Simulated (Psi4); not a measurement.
Intermolecular potential of HF ··· H4OSi (SMILES F and O[SiH3]). Monomers: optimised at B3LYP-D3(BJ) (def2-TZVP), held rigid. Orientation: a random orientation, not optimised. R is the distance of the centres of mass, along which the second monomer moves.

Geometry at R = 3.41 Å (first 2 atoms: monomer A):
```
8

F      0.4622     0.0000     0.0000
H     -0.4622     0.0000     0.0000
Si    -1.6930     1.4202    -2.7841
O     -0.2232     0.6649    -2.7708
H     -2.5777     0.8765    -3.8445
H     -2.3937     1.2764    -1.4837
H     -1.4117     2.8448    -3.0474
H     -0.1936    -0.2812    -2.6120
```

Computed with SAPT0/jun-cc-pVDZ, frozen core run with Psi4.

Components in kJ/mol:

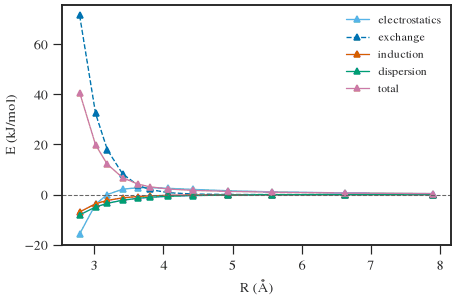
*Components of the interaction energy.*

| R / Å | electrostatics | exchange | induction | dispersion | total |
|---|---|---|---|---|---|
| 2.79 | -15.73 | 71.47 | -6.93 | -8.10 | 40.71 |
| 3.02 | -3.87 | 32.36 | -3.69 | -4.97 | 19.83 |
| 3.19 | 0.01 | 17.88 | -2.33 | -3.50 | 12.06 |
| 3.41 | 2.13 | 8.23 | -1.32 | -2.27 | 6.76 |
| 3.63 | 2.72 | 3.75 | -0.79 | -1.51 | 4.18 |
| 3.80 | 2.74 | 2.02 | -0.54 | -1.11 | 3.10 |
| 4.07 | 2.48 | 0.75 | -0.32 | -0.71 | 2.20 |
| 4.43 | 2.04 | 0.19 | -0.17 | -0.40 | 1.66 |
| 4.93 | 1.52 | 0.03 | -0.08 | -0.20 | 1.27 |
| 5.57 | 1.07 | 0.00 | -0.04 | -0.09 | 0.95 |
| 6.62 | 0.64 | 0.00 | -0.01 | -0.03 | 0.60 |
| 7.90 | 0.37 | 0.00 | 0.00 | -0.01 | 0.36 |
